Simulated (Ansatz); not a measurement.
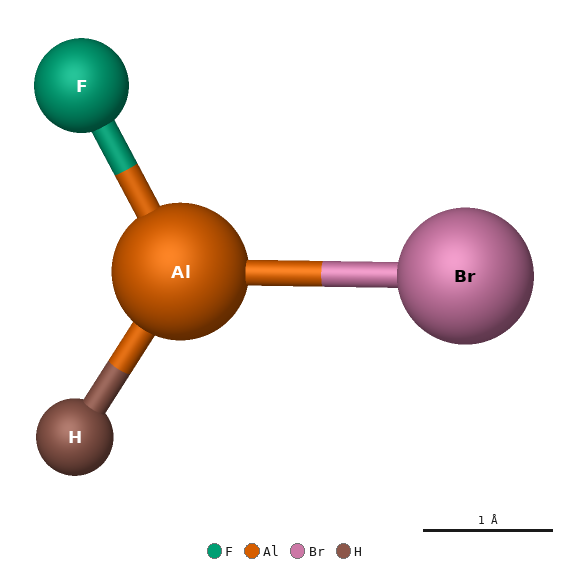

Every bond is drawn as one stick, whatever its order.

The geometry was computed by an optimisation with PBE0-D4/def2-TZVP.

Which formula does it have?

Answer. AlBrFH, 4 atoms: 1 aluminium, 1 bromine, 1 fluorine and 1 hydrogen.

Give a SMILES string for it.

Answer. [F][AlH][Br]

Give the symmetry (Schoenflies symbol).

Answer. Cs.

How many sets of symmetry-equivalent atoms are there?

Answer. 4: 1 F, 1 Al, 1 Br, 1 H.

The parts below concern this one geometry. Atoms keep their numbers from picture to picture.

Shape

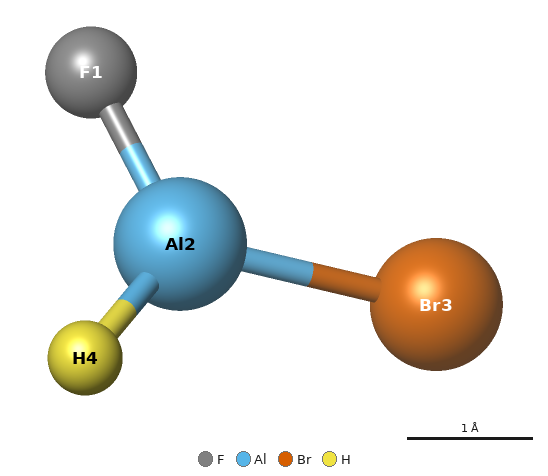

What are the angles F1–Al2–Br3, F1–Al2–H4, Br3–Al2–H4?

```tsv
angle	degrees
F1–Al2–Br3	117.7
F1–Al2–H4	119.7
Br3–Al2–H4	122.6
```

Thermal motion

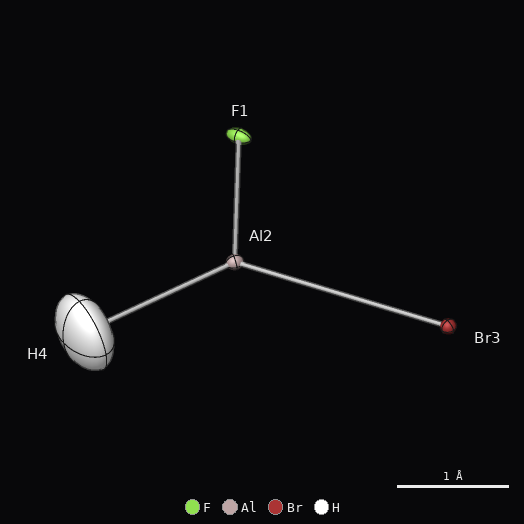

Displacement ellipsoids at the 50 % level, enlarged 1.5 times, from the internal vibrations of the free molecule (harmonic, no overall translation or rotation; no half-axis is drawn under 0.075 Å). Vibrations computed with RKS PBE0-D4/def2-TZVP (Ansatz 0.2.0). Temperature: 0 K (zero-point motion alone).

Which atom moves most?

Answer. H4, with U_eq = 0.0210 Å².

Does H4 move more along its bond or across it?

Answer. Across it: the root-mean-square amplitude is 0.096 Å along the bond and up to 0.167 Å across, since bending and torsion are softer than stretching.

Give the displacement parameters, one line for each set of equivalent atoms.

| atom | U_eq (Å²) | rms amplitudes (Å) |
| --- | --- | --- |
| F1 | 0.0012 | 0.008, 0.024, 0.055 |
| Al2 | 0.00078 | 0.016, 0.028, 0.036 |
| Br3 | 0.00011 | 0.001, 0.006, 0.017 |
| H4 | 0.0210 | 0.096, 0.161, 0.167 |

Dipole moment

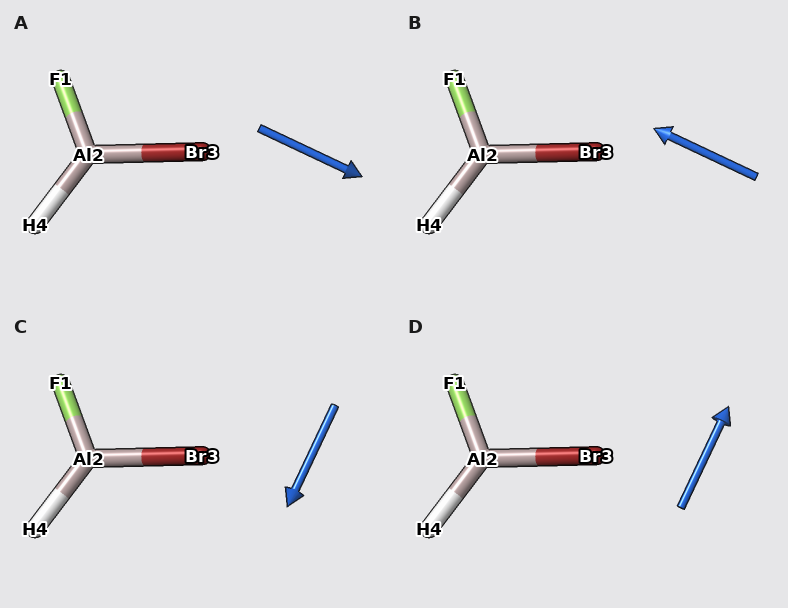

The same molecule four times, each with an arrow. Level of theory: RKS ωB97M-V/def2-TZVPP (Ansatz 0.2.0).

Which arrow points along the dipole moment, from the negative to the positive end?

Answer. C. The dipole moment is 1.17 D; it points from the side of F1 to the side of H4 (the outermost atoms at the two ends).

Vibrations

Harmonic vibrations computed with RKS PBE0-D4/def2-TZVP (Ansatz 0.2.0) at a stationary point of the same level.

List the wavenumbers.

Answer. 6 modes: 183, 421, 461, 647, 859, 2016 cm⁻¹.
